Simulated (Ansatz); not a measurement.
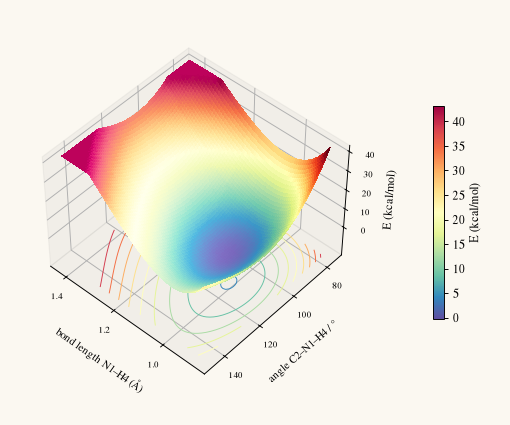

Energy landscape of CH3NSe, SMILES N=C[SeH]. Coordinates scanned: (1) bond length N1–H4; (2) angle C2–N1–H4. Nothing is relaxed (all other coordinates rigid). The scan uses an 11 × 11 grid. All energies are given in kcal/mol relative to the lowest grid point. The calculation used RKS PBE0-D4/def2-TZVP (Ansatz 0.2.0).

The picture shows a relief with its contours projected below, any walls above the top of the colour scale cut off. Between grid points the surface is interpolated. 

Where are the wells?

The lowest grid point is at bond length N1–H4 = 1.041 Å, angle C2–N1–H4 = 111.3°. No other kind of well shows on this grid. The highest grid point, bond length N1–H4 = 1.426 Å, angle C2–N1–H4 = 146.3°, lies 57.6 kcal/mol above the lowest. Round the minimum the two coordinates are weakly coupled (coupling 0.10 in units of the two stiffnesses).

The values on the grid:

| angle C2–N1–H4 ↓, bond length N1–H4 → | 0.876 | 0.931 | 0.986 | 1.041 | 1.096 | 1.151 | 1.206 | 1.261 | 1.316 | 1.371 | 1.426 |
| --- | --- | --- | --- | --- | --- | --- | --- | --- | --- | --- | --- |
| 146.3 | 23.9 | 15.7 | 12.8 | 13.6 | 17.0 | 22.2 | 28.5 | 35.5 | 42.8 | 50.2 | 57.6 |
| 139.3 | 20.6 | 12.2 | 9.1 | 9.7 | 12.8 | 17.7 | 23.8 | 30.5 | 37.6 | 44.7 | 51.8 |
| 132.3 | 17.5 | 9.0 | 5.7 | 6.0 | 8.9 | 13.5 | 19.3 | 25.8 | 32.7 | 39.7 | 46.6 |
| 125.3 | 15.1 | 6.4 | 2.8 | 2.9 | 5.6 | 10.0 | 15.6 | 21.9 | 28.6 | 35.4 | 42.2 |
| 118.3 | 13.7 | 4.7 | 0.9 | 0.8 | 3.3 | 7.5 | 12.9 | 19.0 | 25.5 | 32.2 | 38.9 |
| 111.3 | 13.5 | 4.3 | 0.3 | 0.0 | 2.3 | 6.3 | 11.5 | 17.4 | 23.8 | 30.4 | 37.0 |
| 104.3 | 14.8 | 5.5 | 1.3 | 0.8 | 2.8 | 6.7 | 11.7 | 17.5 | 23.7 | 30.2 | 36.7 |
| 97.3 | 18.1 | 8.6 | 4.2 | 3.4 | 5.3 | 8.9 | 13.8 | 19.4 | 25.5 | 31.9 | 38.2 |
| 90.3 | 23.6 | 13.8 | 9.2 | 8.3 | 9.9 | 13.4 | 18.1 | 23.6 | 29.5 | 35.7 | 42.0 |
| 83.3 | 31.6 | 21.6 | 16.7 | 15.6 | 17.0 | 20.3 | 24.8 | 30.2 | 36.0 | 42.1 | 48.3 |
| 76.3 | 42.5 | 32.2 | 27.0 | 25.6 | 26.7 | 29.8 | 34.1 | 39.4 | 45.1 | 51.2 | 57.3 |

The input of one point:

```yaml
crystal:
  periodic: [false, false, false]
  atoms:
    - { symbol: "N", position_ang: [-0.847913, -1.061433, -0.430289] }
    - { symbol: C, position_ang: [-0.111811, -0.077887, -0.165813] }
    - { symbol: Se, position_ang: [0.641465, 0.091529, 1.572789] }
    - { symbol: H, position_ang: [-1.188213, -1.02552, -1.413441] }
    - { symbol: H, position_ang: [0.160256, 0.731544, -0.850037] }
    - { symbol: H, position_ang: [1.338825, 1.345312, 1.260615] }
basis:
  gaussian: { orbitals: def2-TZVP }
hamiltonian:
  xc: pbe0
  dispersion: d4
output:
  forces: true
```

Each point was launched as `ansatz run input.yaml --threads 1 --pin off --max-ram 2560MiB --backend cpu --events-out ev --progress --plain --runs-dir out`. The whole map (121 points run) took 8.6 min on 1 thread of Arm Neoverse V1, with other jobs on the host.
